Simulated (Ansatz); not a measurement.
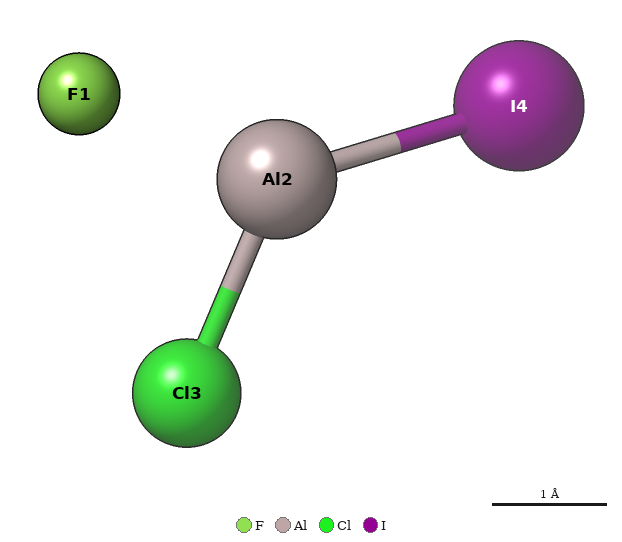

(Drawn from a calculation with Ansatz.)

Orthographic view. Atoms fade into the background with distance from the viewer. Geometry: moved along internal coordinates away from the minimum.

List all interatomic distances (Å) as a matrix.

```tsv
atom	F1	Al2	Cl3	I4
F1	0.00			
Al2	2.29	0.00		
Cl3	3.20	2.07	0.00	
I4	4.48	2.43	3.95	0.00
```
